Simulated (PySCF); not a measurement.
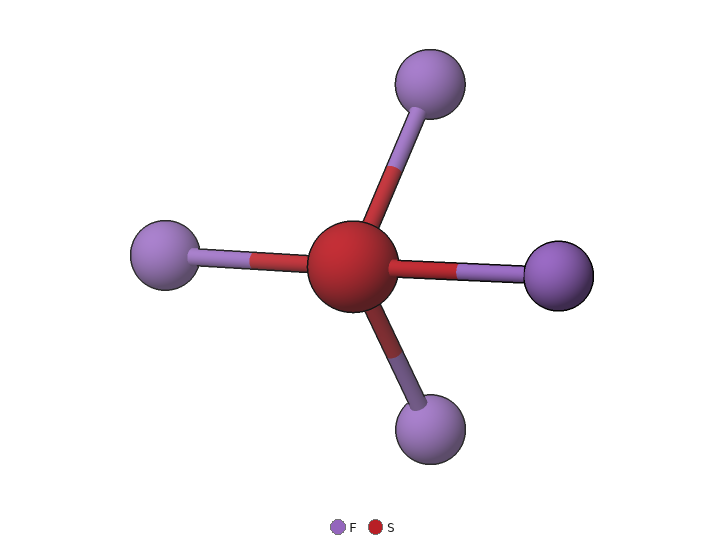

The geometry was computed by an optimisation with PBE0-D3(BJ)/def2-SVP. No frequency run is at hand to confirm it as a minimum.

Draw it as a skeletal formula.

SMILES: FS(F)(F)F

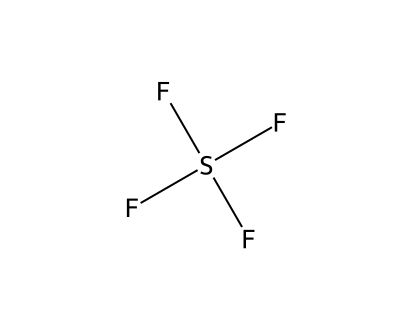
